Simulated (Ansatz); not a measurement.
**GeH4 (SMILES [H][Ge]([H])([H])[H]): r2SCAN/STO-3G**

Aim: the vertical singlet–triplet gap of GeH4 at r2SCAN/STO-3G, from 2 runs. 

Program for the calculation: Ansatz 0.2.0.

30 further runs of the same task are left out: 2 that didn't finish, 28 set aside as unsound or not needed.

### Step 1. The system as given

GeH4: 5 atoms, total charge 0, spin state singlet. As SMILES, `[H][Ge]([H])([H])[H]`. Geometry: a GFN2-xTB relaxation, a rough one for these elements and not checked as a minimum.

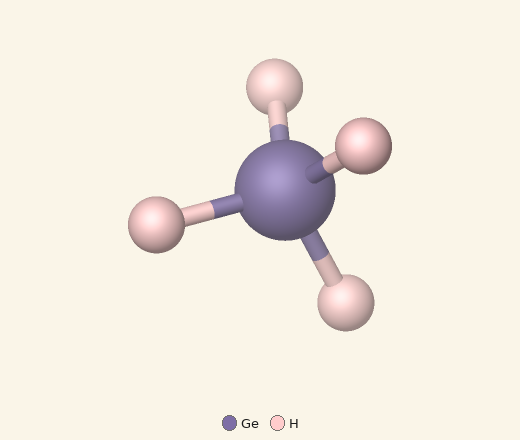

Viewed from a chosen angle; germanium purple, hydrogen pink.

### Step 2. The energy at r2SCAN/STO-3G

molecule.yaml

```yaml
crystal:
  periodic: [false, false, false]
  atoms:
    - {symbol: Ge, position_ang: [0.000120, 0.000440, -0.000220]}
    - {symbol: H, position_ang: [0.011480, -0.018150, 1.481920]}
    - {symbol: H, position_ang: [1.394900, 0.010030, -0.503500]}
    - {symbol: H, position_ang: [-0.707610, 1.213950, -0.473620]}
    - {symbol: H, position_ang: [-0.698890, -1.206270, -0.504580]}
basis:
  gaussian: {orbitals: STO-3G}
hamiltonian: {xc: {name: r2SCAN}}
accuracy: high
```

The run is started by

```bash
$ ansatz run molecule.yaml --threads 1 --pin off --max-ram 2610MiB --events-out events.jsonl --progress --plain --runs-dir runs
```

What it wrote:

```text
Warning: RAYON_NUM_THREADS=1 ignored (pool sized by the plan → 1); use --threads N
Functional definition: r2SCAN
  name "r2SCAN"
  parameter k0 = 0.174
  parameter k1 = 0.065
  parameter a1 = 4.9479
  exchange = r2scan_x(k0 = k0, k1 = k1, a1 = a1)
  correlation = r2scan_c
290 factors; integrals over basis functions are off by at most 7.8e-9 eV
mean field evaluation 1: about -55926.0214 eV, gradient 5.8e1 eV
mean field evaluation 2: about -55930.4585 eV, gradient 2.9e1 eV
mean field evaluation 4: about -55933.8953 eV, gradient 3.5e-1 eV
mean field evaluation 8: about -55933.8558 eV, gradient 1.4e-3 eV
mean field -55933.85579746 eV, -2055.5312872275 hartree, gradient 3.3e-8 eV, S^2 0.000000; 0 other end points of the search recorded, 0 dependent functions left out
reference -55933.85579783 eV, -2055.5312872413 hartree; 18, 18 occupied and 4, 4 virtual orbitals, 290 factors
Total energy: -55933.85579783 eV, -2055.5312872413 hartree
```

Run time: 1.6 s. Hardware: 1 thread of Intel Xeon Platinum 8375C at 2.90GHz (Ice Lake), shared host; peak memory 0.14 GiB.

### Step 3. The triplet, same level

in.yaml

```yaml
crystal:
  periodic: [false, false, false]
  atoms:
    - {symbol: Ge, position_ang: [0.000120, 0.000440, -0.000220]}
    - {symbol: H, position_ang: [0.011480, -0.018150, 1.481920]}
    - {symbol: H, position_ang: [1.394900, 0.010030, -0.503500]}
    - {symbol: H, position_ang: [-0.707610, 1.213950, -0.473620]}
    - {symbol: H, position_ang: [-0.698890, -1.206270, -0.504580]}
basis:
  gaussian:
    orbitals: STO-3G
magnetization:
  spin_polarized: true
  initial_magnetization: 2
hamiltonian:
  xc: {name: r2SCAN}
accuracy: high
```

The run is started by

```bash
$ ansatz run in.yaml --threads 1 --pin off --max-ram 2610MiB --events-out events.jsonl --progress --plain --runs-dir runs
```

What it wrote, shortened:

```text
Warning: RAYON_NUM_THREADS=1 ignored (pool sized by the plan → 1); use --threads N
[... 2 set-up lines as earlier in the session ...]
[...]
290 factors; integrals over basis functions are off by at most 7.8e-9 eV
[...]
mean field -55921.36894815 eV, -2055.0724039793 hartree, gradient 3.3e-8 eV, S^2 2.004772; 16 other end points of the search recorded, 0 dependent functions left out
reference -55921.36894898 eV, -2055.0724040098 hartree; 19, 17 occupied and 3, 5 virtual orbitals, 290 factors
Total energy: -55921.36894898 eV, -2055.0724040098 hartree
```

It took 20 s on 1 thread of Intel Xeon Platinum 8375C at 2.90GHz (Ice Lake), shared host; peak memory 0.22 GiB.

### Step 4. What came out

Level: r2SCAN/STO-3G.

```
                                        quantity           value
                           singlet: total energy  -2055.53129 Eh
                           triplet: total energy  -2055.07240 Eh
                                   triplet: ⟨S²⟩           2.005
vertical energy of the triplet above the singlet       12.487 eV
```

In words: At this shape the triplet lies 12.49 eV (288 kcal/mol) above the singlet. In a minimal basis such a difference can be off by several eV, whatever the method.
